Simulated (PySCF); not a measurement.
C6H14N2Si2

Input

```
{"job": {"kind": "nmr", "xc": "PBE0", "basis": "pcSseg-1"}, "charge": 0, "multiplicity": 1}
C     -2.176063     0.050665    -1.615446
N     -1.513715     0.438031    -0.612009
C     -0.822522    -0.533823     0.157451
C     -0.701079    -0.312403     1.683910
C      0.548520    -1.214938     1.642362
C      0.690559    -0.244049     0.446013
N      1.746051    -0.188539    -0.512617
Si     2.124037     1.377836    -1.208424
Si     2.389366    -1.716946    -1.074923
C      0.227287     0.885593     1.399625
H     -2.698484     0.788995    -2.239253
H     -2.264592    -1.015170    -1.910455
H     -1.037131    -1.579443    -0.149594
H     -1.523671    -0.355057     2.407780
H      0.384939    -2.279175     1.406551
H      1.277020    -1.084754     2.455688
H      2.437302     2.358250    -0.125139
H      1.005438     1.938761    -2.025430
H      3.319597     1.194410    -2.081880
H      1.347778    -2.551209    -1.756369
H      3.487355    -1.427170    -2.040181
H      2.917237    -2.517274     0.072491
H     -0.241351     1.761075     0.932825
H      0.934526     1.156008     2.198683
```

Run with:

```sh
OMP_NUM_THREADS=1 python probes_run.py task.json out
```

Geometry: PBE0-D3(BJ)/def2-SVP.

Method: PBE0/pcSseg-1, SCF density, gas phase, non-relativistic (PySCF 2.14.0).

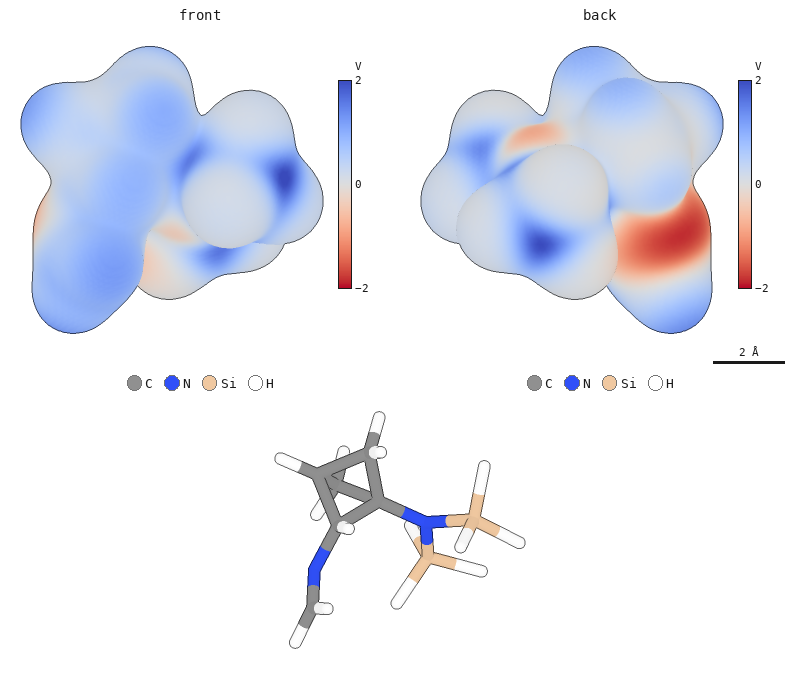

Figure 1. The electrostatic potential painted on the density surface at 0.004 e/bohr³, seen from the front and from behind; the colour scale runs from red (negative) to blue (positive). The bare structure is drawn below in the same view.

Q: Where is the surface potential most negative and most positive?

A: The most negative region (about −1.7 V) lies over N2, the most positive (about +1.8 V) over Si8 and Si9. N2 is the likeliest acceptor of a hydrogen bond.

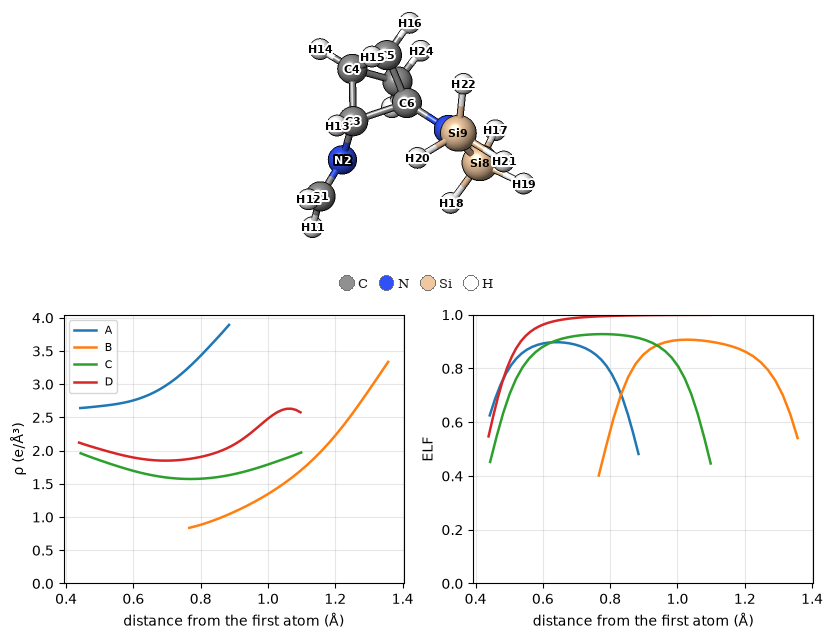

Figure 2. Electron density and electron localisation function along straight lines between neighbouring atoms. The curves leave out the atomic cores. The structure is drawn too.

Q: Which curve belongs to which contact (C–C, C–H, C–N and Si–N)? The first atom named is at distance zero.

A: Curve A: C–N (1.26 Å): ρ at the midpoint is about 2.8 e/Å³; the ELF peaks at about 0.90 between the atoms; a short, multiple covalent bond. Curve B: Si–N (1.75 Å): ρ is about 1 e/Å³ halfway; the ELF peaks at about 0.90 between the atoms; a shared but strongly polarised pair. Curve C: C–C (1.54 Å): the density is about 1.6 e/Å³ at the midpoint; the ELF peaks at about 0.95 between the atoms, as expected for localised, covalent bonding. Curve D: C–H (1.10 Å): the density is about 2 e/Å³ at the midpoint; the ELF climbs to about 1 towards the hydrogen, as it does in any bond to H; a covalent bond by its length.
